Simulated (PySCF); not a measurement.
## A study: CH₅Al, SMILES `C[AlH2]`

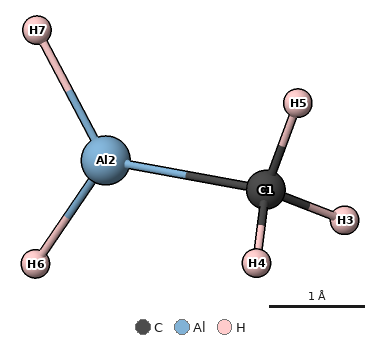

The molecule, with its atoms numbered as below. No frequency check shows the geometry to be a minimum.

Cartesian coordinates (Å):

```
C1       1.2594   -0.0014   -0.0006
Al2     -0.7249   -0.0013   -0.0002
H3       1.6904   -0.4987   -0.8765
H4       1.6880   -0.5104    0.8741
H5       1.6622    1.0200    0.0071
H6      -1.5979   -1.2825    0.0003
H7      -1.5753    1.2965    0.0017
```

### 1. Bonding charge

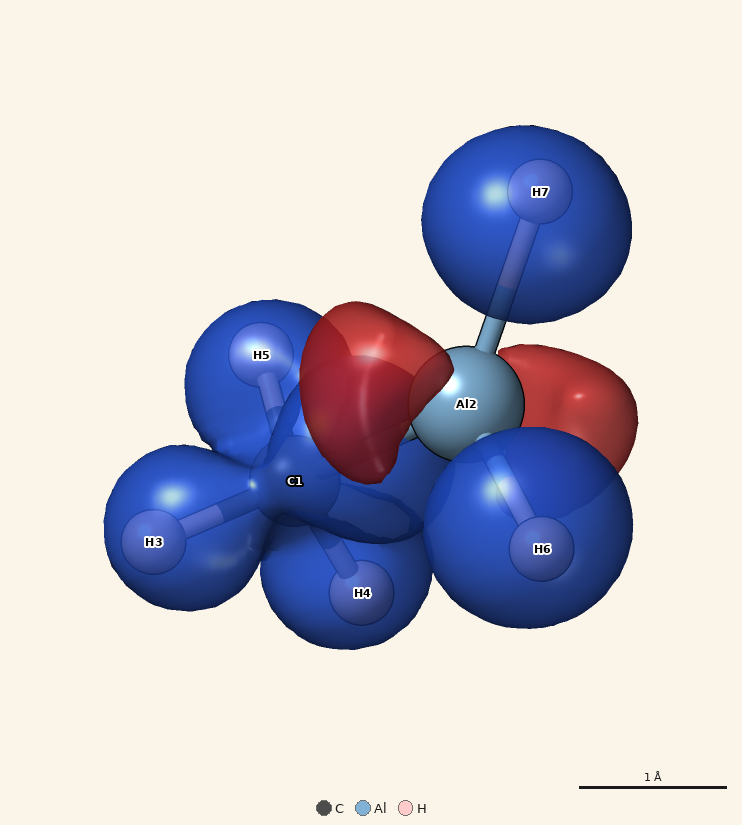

Deformation density (molecule less spherical, spin-averaged free atoms at the same positions), surfaces at ±0.08 e/Å³; blue: gain, red: loss.

Method: ωB97X/def2-TZVP; geometry: GFN2-xTB; program: PySCF.

Q: Describe the bonding that the map shows.

A: C1–H5: +0.67 e/Å³ at the bond critical point (bond length 1.10 Å, Mayer order 1.0). C1–H3 and C1–H4: +0.66 e/Å³ at the bond critical point (bond length 1.10 Å, Mayer order 1.0). Al2–H6: +0.19 e/Å³ at the bond critical point (bond length 1.55 Å, Mayer order 1.0). Al2–H7: +0.19 e/Å³ at the bond critical point (bond length 1.55 Å, Mayer order 1.0). C1–Al2: +0.16 e/Å³ at the bond critical point (bond length 1.98 Å, Mayer order 0.9). In all, 1.8 electrons gather in the regions of gain relative to the promolecule.

Q: Where do the Hirshfeld charges lie?

A: The highest Hirshfeld charge is on Al2 (+0.55 e), the lowest on C1 (−0.29 e).

### 2. Bond critical points

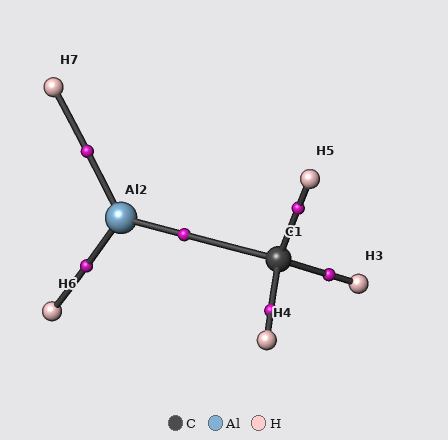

Molecular graph of the electron density (QTAIM): bond paths, bond critical points (magenta), ring points (cyan, if any); weak paths are dashed.

Q: How many critical points of each kind are there, and does the count close?

A: 7 nuclei, 6 bond, 0 ring and 0 cage critical points: 7 − 6 + 0 − 0 = 1, as the Poincaré–Hopf relation requires.

Q: Give the properties at the bond critical points.

A:
```tsv
bond	length (Å)	ρ (a.u.)	∇²ρ (a.u.)	ε	H (a.u.)
C1–H5	1.098	0.267	−0.87	0.03	−0.264
C1–H3 (2 alike)	1.096	0.267	−0.87	0.03	−0.265
Al2–H6	1.550	0.088	+0.23	0.03	−0.030
Al2–H7	1.552	0.088	+0.23	0.03	−0.030
C1–Al2	1.984	0.084	+0.23	0.04	−0.027
```

Q: What kind of interaction is C1–H3?

A: Shared-shell (covalent): ρ = 0.267, ∇²ρ = −0.87, H = −0.265 a.u.

### 3. Electrostatic potential

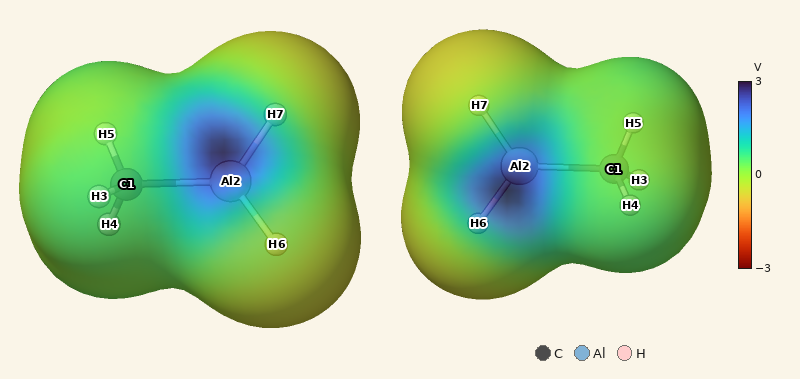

Electrostatic potential on the surface of electron density 0.001 a.u. (back view left, front view right).

Q: Where are the extremes of the potential on the surface?

A: Highest: 2.99 V, over Al2, off the plane of its three bonds (1.8 Å), and at like points elsewhere. Further maxima include 0.42 V, 1.4 Å from H5. Lowest: −0.60 V, 1.6 Å from H7. Further minima include −0.25 V, near H3 (1.83 Å), H4 (1.91 Å), H5 (1.96 Å) and C1 (2.02 Å). The surface is sampled at points, so like sites can differ by a few per cent and only the strongest of them is named.

Q: What volume does the surface enclose, and what is the dipole moment?

A: About 84 Å³; the dipole moment is 0.9 D.

### 4. In an electric field

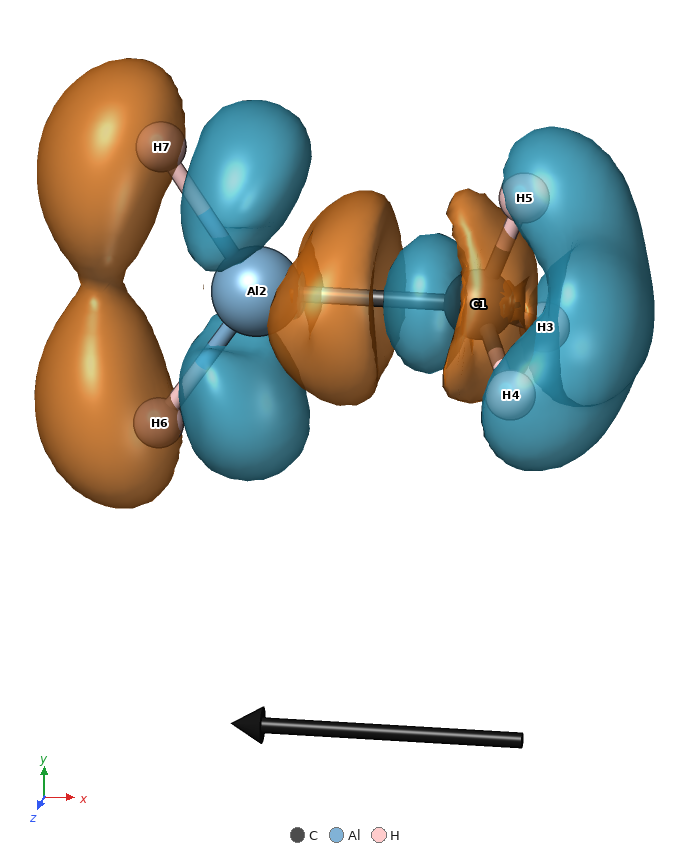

Change of the electron density in a uniform field of 0.21 V/Å along −x (arrow), surfaces at ±0.0015 e/Å³ (light blue: gain, orange: loss).

Level of theory: ωB97X/def2-TZVP (PySCF), at a geometry from GFN2-xTB. A basis without diffuse functions makes polarisabilities too small.

The field was applied in both directions; the picture shows the one opposite to the script's first.

Q: What dipole is induced, and what polarisability does it imply?

A: The induced dipole is 0.48 D (along the field); α along this axis, from the fields in both directions, is 47 bohr³ (7.0 Å³).

### 5. Removing or adding an electron

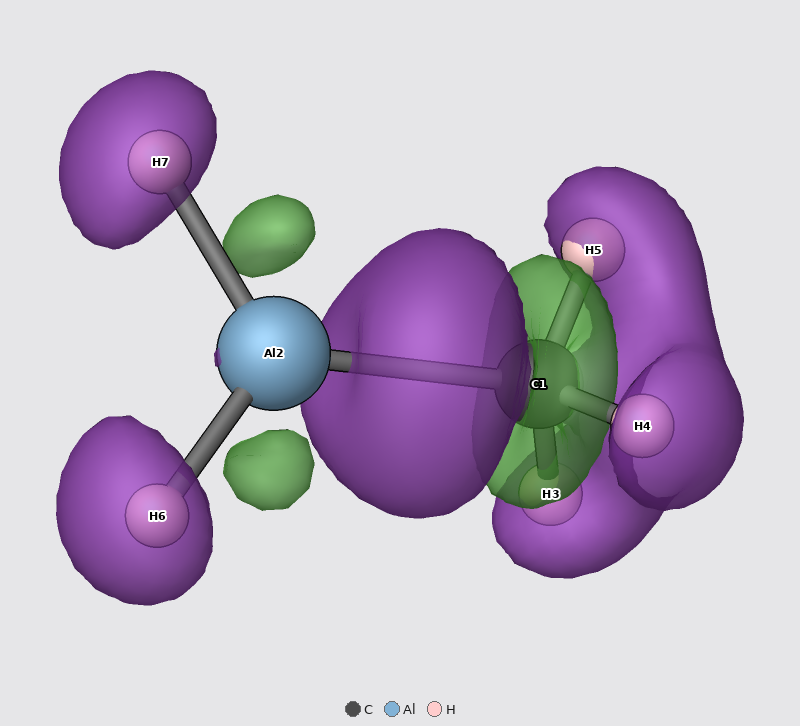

Fukui function f⁻ = ρ(N) − ρ(N−1) at fixed geometry, surfaces at ±0.03 e/Å³ (purple positive, green negative).

Level of theory: ωB97X/def2-TZVP (PySCF), at a geometry from GFN2-xTB.

Q: Which atoms respond most to the removal of an electron?

A: f⁻ (Hirshfeld-condensed) is largest on C1 (0.25) and Al2 (0.23); the vertical ionisation energy is 10.64 eV. Condensed values hint at sites of electrophilic attack but needn't mark the atom that reacts. Shares this close don't rank the sites. Orbital relaxation makes it negative in places (0.17 e in all).

```csv
atom,f⁻,charge
C1,+0.25,−0.29
Al2,+0.23,+0.55
H3,+0.10,+0.04
H4,+0.10,+0.04
H5,+0.10,+0.03
H6,+0.12,−0.18
H7,+0.11,−0.18
```

The PySCF runs shown took 12 s, 25 s and 2.1 min on 1 thread of Arm Neoverse N1 (shared host).
